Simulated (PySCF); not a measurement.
Molecule: C₆H₁₁N₃, SMILES CCc1nn(C)nc1C.

```xyz
20

C     -2.5900    -0.3923    -0.5684
C     -1.6987    -0.4826     0.6680
C     -0.2524    -0.2833     0.3613
N      0.5869    -1.2982     0.1638
N      1.7321    -0.7217    -0.1316
C      2.9384    -1.4773    -0.3361
N      1.7240     0.5941    -0.1360
C      0.4690     0.9187     0.1676
C      0.0060     2.3297     0.2624
H     -2.3000    -1.1500    -1.3117
H     -2.5085     0.5944    -1.0508
H     -3.6476    -0.5537    -0.3098
H     -2.0160     0.2683     1.4108
H     -1.8161    -1.4679     1.1438
H      3.5779    -0.9314    -1.0397
H      2.6684    -2.4565    -0.7482
H      3.4812    -1.6191     0.6116
H     -0.7673     2.5556    -0.4888
H      0.8513     3.0111     0.1003
H     -0.4273     2.5445     1.2520
```

Vertical TDDFT excitations, PBE0/def2-SVPD with PySCF 2.14.0, at a PBE0-D3(BJ)/def2-SVP geometry (no frequency check), gas phase.

Question: Where does it absorb, and how strongly?

Answer: The lowest singlet lies at 6.16 eV (201 nm, f = 0.220); the brightest of the first 10 is S1 at 6.16 eV (201 nm), f = 0.220, mainly HOMO → LUMO (94 %). No singlet lies below 3.1 eV (beyond 400 nm), so at this level no vertical transition falls in the visible.


```
state  E (eV)  λ (nm)      f             main character
   S1    6.16     201  0.220         HOMO → LUMO (94 %)
   S2    6.43     193  0.000       HOMO−2 → LUMO (98 %)
   S3    6.59     188  0.009       HOMO → LUMO+1 (95 %)
   S4    6.97     178  0.021       HOMO → LUMO+2 (93 %)
S5/S6    7.21     172  0.030  HOMO−3/HOMO → LUMO/LUMO+3
   S7    7.54     164  0.111       HOMO−1 → LUMO (52 %)
   S8    7.64     162  0.017       HOMO → LUMO+4 (72 %)
   S9    7.74     160  0.007     HOMO−1 → LUMO+1 (62 %)
  S10    7.91     157  0.012     HOMO−2 → LUMO+1 (70 %)
```

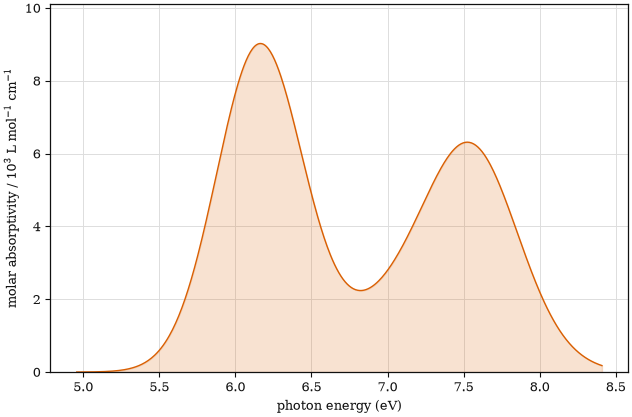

Only the first 10 singlet excitations are included; each is broadened by a Gaussian of 1/e half-width 0.40 eV. States within 0.01 eV of each other are merged, with their strengths summed. The highest state may be half of a pair whose partner wasn't computed.

Note: states above the negative HOMO energy depend on the basis; one conformer of a flexible molecule; core orbitals are frozen in the response.
